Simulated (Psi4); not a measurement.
# GeH3S (SMILES [SH][GeH2]): UB3LYP/cc-pVDZ (sweep point 5)

Aim: the vertical ionisation energy of GeH3S at UB3LYP/cc-pVDZ (sweep point 5), from 2 runs. 

Program for the calculation: Psi4 1.11.

## (1) Starting point

The species is GeH3S (5 atoms), meant as a doublet with charge 0. SMILES: `[SH][GeH2]`. The coordinates come from a PBE0-D4/def2-TZVP relaxation. This is one conformer, not always the lowest.

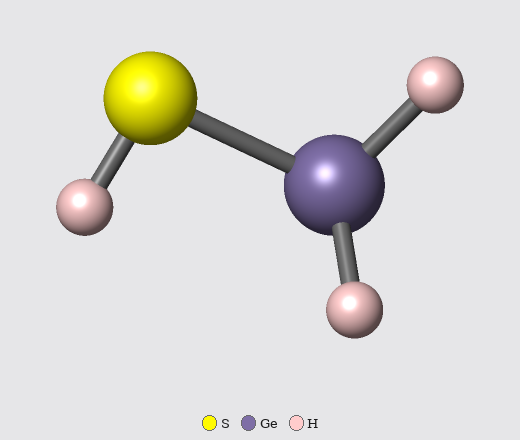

The structure, seen from a chosen angle (sulfur yellow, germanium purple, hydrogen pink).

## (2) A single-point energy at UB3LYP/cc-pVDZ (sweep point 5)

File job.py:

```python
import psi4

psi4.set_memory(1600000000)
psi4.set_num_threads(1)
psi4.core.set_output_file('psi4.out', False)

m = psi4.geometry("""
0 2
S      1.138600    -0.803200     0.659500
Ge    -0.389500     0.679300     0.030100
H      0.246200    -1.778900     0.894600
H     -1.364100     0.019600    -0.978800
H      0.418600     1.809400    -0.646900
symmetry c1
""")

psi4.set_options({
    'reference': 'uks',
    'puream': True,
    'scf_type': 'pk',
    'dft_radial_points': 99,
    'dft_spherical_points': 590,
    'maxiter': 150,
})

result, w = psi4.energy("b3lyp/cc-pVDZ", molecule=m, return_wfn=True)
print(f'total energy {result:.8f} hartree = {result * 27.211386:.5f} eV')
```

The run is started by

```
$ python job.py
```

psi4.out (excerpt; [...] marks lines left out):

```text
[...]
  Running in c1 symmetry.
[...]
  Nuclear repulsion =  162.595028682439732
[...]
  Multiplicity = 2
[...]
  Nalpha       = 26
  Nbeta        = 25
[...]
    Number of basis functions: 60
[...]
   @UKS iter   1: -2476.14252238370364   -2.73458e+00   1.96946e-02 DIIS/ADIIS
[...]
   @UKS iter  11: -2477.01066811713144   -6.03586e-09   3.19135e-07 DIIS
[...]
   @S^2 Observed:                7.519487058E-01
[...]
    Orbital Energies [Eh]
    ---------------------
    Alpha Occupied:
       1A   -398.795576     2A    -88.885471     3A    -49.837712
       4A    -44.360440     5A    -44.359347     6A    -44.358654
       7A     -7.949074     8A     -6.251914     9A     -5.912012
      10A     -5.909720    11A     -5.904936    12A     -4.424528
      13A     -4.422056    14A     -4.419929    15A     -1.242446
      16A     -1.240821    17A     -1.239296    18A     -1.238705
      19A     -1.237043    20A     -0.741012    21A     -0.543974
      22A     -0.417103    23A     -0.353695    24A     -0.336165
      25A     -0.287341    26A     -0.209258
    Alpha Virtual:
[...]
  @UKS Final Energy: -2477.01066811713144
   => Energetics <=
    Nuclear Repulsion Energy =            162.5950286824397324
    One-Electron Energy =               -3769.7411448611137530
    Two-Electron Energy =                1215.3064207987927148
    DFT Exchange-Correlation Energy =     -85.1709727372496133
    Empirical Dispersion Energy =           0.0000000000000000
    VV10 Nonlocal Energy =                  0.0000000000000000
    Total Energy =                      -2477.0106681171309901
[...]
 Multipole Moments:
 ------------------------------------------------------------------------------------
     Multipole            Electronic (a.u.)      Nuclear  (a.u.)        Total (a.u.)
 ------------------------------------------------------------------------------------
 L = 1.  Multiply by 2.5417464519 to convert [e a0] to [Debye]
 Dipole X            :         -3.8320375            3.4401093           -0.3919282
 Dipole Y            :          4.7798576           -4.8669008           -0.0870432
 Dipole Z            :         -0.4320370            0.4043580           -0.0276790
 Magnitude           :                                                    0.4024305
[...]
```

The script printed:

```text
total energy -2477.01066812 hartree = -67402.89342 eV
```

It took 17 s on 1 thread of Intel Xeon Platinum 8488C (Sapphire Rapids), shared host; peak memory 0.93 GiB.

## (3) The singlet cation, same level

File calc.py:

```python
import psi4

psi4.set_memory('1600 MB')
psi4.set_num_threads(1)
psi4.core.set_output_file('run.log', False)

molecule = psi4.geometry("""
1 1
S      1.138600    -0.803200     0.659500
Ge    -0.389500     0.679300     0.030100
H      0.246200    -1.778900     0.894600
H     -1.364100     0.019600    -0.978800
H      0.418600     1.809400    -0.646900
symmetry c1
""")

psi4.set_options({
    'basis': 'cc-pVDZ',
    'puream': True,
    'scf_type': 'pk',
    'dft_radial_points': 99,
    'dft_spherical_points': 590,
})

energy_value = psi4.energy("b3lyp")
print(f'b3lyp energy: {energy_value:.10f} Eh')
```

The run is started by

```
$ python calc.py
```

run.log (excerpt; [...] marks lines left out):

```text
[...]
  Running in c1 symmetry.
[...]
  Nuclear repulsion =  162.595028682439732
[...]
  Multiplicity = 1
[...]
  Nalpha       = 25
  Nbeta        = 25
[...]
    Number of basis functions: 60
[...]
   @RKS iter   1: -2475.83582249829715   -2.42788e+00   2.01454e-02 ADIIS/DIIS
[...]
   @RKS iter   9: -2476.71033005115942   -7.77304e-08   8.61659e-07 DIIS
[...]
    Orbital Energies [Eh]
    ---------------------
    Doubly Occupied:
       1A   -399.074910     2A    -89.145846     3A    -50.115926
       4A    -44.639640     5A    -44.637163     6A    -44.636306
       7A     -8.207007     8A     -6.529213     9A     -6.169375
      10A     -6.167436    11A     -6.163052    12A     -4.705158
      13A     -4.697885    14A     -4.694906    15A     -1.520429
      16A     -1.519920    17A     -1.517072    18A     -1.512081
      19A     -1.511299    20A     -0.980614    21A     -0.783716
      22A     -0.648353    23A     -0.586386    24A     -0.568941
      25A     -0.515843
[...]
  @RKS Final Energy: -2476.71033005115942
   => Energetics <=
    Nuclear Repulsion Energy =            162.5950286824397324
    One-Electron Energy =               -3756.2716625595821824
    Two-Electron Energy =                1201.8834012297188565
    DFT Exchange-Correlation Energy =     -84.9170974037354256
    Empirical Dispersion Energy =           0.0000000000000000
    VV10 Nonlocal Energy =                  0.0000000000000000
    Total Energy =                      -2476.7103300511594171
[...]
 Multipole Moments:
 ------------------------------------------------------------------------------------
     Multipole            Electronic (a.u.)      Nuclear  (a.u.)        Total (a.u.)
 ------------------------------------------------------------------------------------
 L = 1.  Multiply by 2.5417464519 to convert [e a0] to [Debye]
 Dipole X            :         -3.9920166            3.4401093           -0.5519073
 Dipole Y            :          4.7535558           -4.8669008           -0.1133450
 Dipole Z            :         -0.3891734            0.4043580            0.0151846
 Magnitude           :                                                    0.5636305
[...]
```

The script printed:

```text
b3lyp energy: -2476.7103300512 Eh
```

It took 13 s on 1 thread of Intel Xeon Platinum 8488C (Sapphire Rapids), shared host; peak memory 0.93 GiB.

## (4) Summary of results

At UB3LYP/cc-pVDZ (sweep point 5):

| quantity | value |
| --- | --- |
| doublet GeH3S: total energy | -2477.01067 Eh |
| doublet GeH3S: dipole moment | 1.02 D |
| doublet GeH3S: HOMO energy (highest over α and β) | -5.69 eV |
| doublet GeH3S: LUMO energy (lowest over α and β) | -3.22 eV |
| doublet GeH3S: ⟨S²⟩ | 0.752 |
| singlet cation: total energy | -2476.71033 Eh |
| singlet cation: HOMO energy | -14.04 eV |
| singlet cation: LUMO energy | -10.61 eV |
| singlet cation: HOMO–LUMO gap | 3.43 eV |
| vertical ionisation energy (to the singlet cation) | 8.173 eV |

What this shows: Removing an electron at fixed nuclei costs 8.17 eV (789 kJ/mol). Only the singlet of the ionised species was computed; a triplet could lie lower.
